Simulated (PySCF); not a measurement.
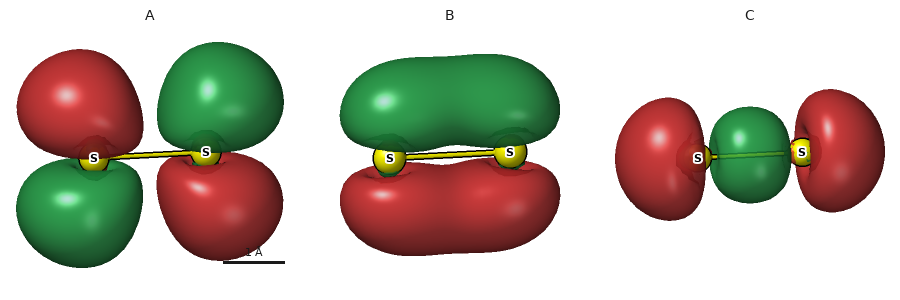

Figure. S$_{2}$ (triplet). Three frontier β-spin orbitals, each drawn at the value that holds 80 % of its norm (green and red are the two phases), in no order; of a degenerate pair one member is drawn.

All numbers below come from PBE0/def2-SVPD, non-relativistic Hamiltonian with scalar-relativistic core potentials where named, at a bond length of 1.911 Å in PySCF.

### Label each orbital by symmetry, say whether it is occupied, and order them by energy.

Orbital C: σg, occupied in this spin, −10.81 eV; with no node between the nuclei.
Orbital B: πu, occupied in this spin, −9.38 eV; with no node between the nuclei, bonding.
Orbital A: πg, empty in this spin, −3.81 eV; antibonding, with a node between the atoms.
